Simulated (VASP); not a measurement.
Band structure of Ba (relaxed from the hcp structure, space group P6_3/mmc). Level of theory: r2SCAN meta-GGA, VASP's PBE PAW potentials (set 64) (plane waves; VASP 6.6.1).

Unless said otherwise, spin-orbit coupling is left out, though it shifts the bands of the heavy elements here.

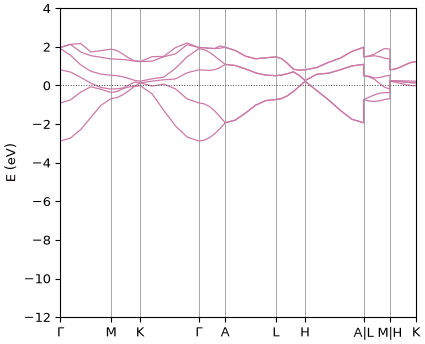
Figure. Bands along high-symmetry lines, zero at the valence-band maximum or, without a gap, the Fermi level

### Question
Read the plot: is there a gap, and where are the band edges?

### Answer
It has no gap at this level: it comes out as a metal or semimetal.

The structure was generated: Ba was put into the hcp type (P6_3/mmc), which need not be its known phase. It was relaxed first.
